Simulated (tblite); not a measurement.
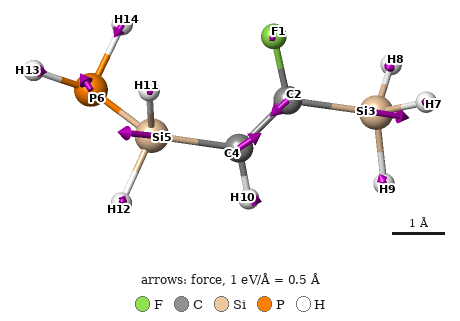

Starting geometry of C2H8FPSi2 with the computed forces as purple arrows. A ball-and-stick model, seen at a tilt.

These are results of GFN2-xTB geometry optimisation, gas phase in tblite 0.8.0, not measurements. 

> What follows when this structure is relaxed?

It isn't relaxed: the largest force vector, on Si5, is 1.75 eV/Å. The final displacements follow the starting forces only in part (cosine between the two patterns 0.40). The energy falls by 3.93 kcal/mol in 40 geometry steps. The largest move after the best rigid fit is that of H12, 0.11 Å. By element the largest moves are H 0.11 Å, C 0.09 Å, F 0.09 Å, Si 0.06 Å, P 0.04 Å. Some distances before and after: C4–Si5 1.829 → 1.886 Å, C2–Si3 1.857 → 1.896 Å, P6–H14 1.417 → 1.383 Å, Si5–P6 2.215 → 2.246 Å. Among the angles between lasting bonds that change: Si5–C4–H10 113.7° → 119.4°, C2–C4–H10 121.0° → 116.5°, Si3–C2–C4 125.5° → 129.8°. The run took 0.44 s on 1 thread of Arm Neoverse N1 (shared host).
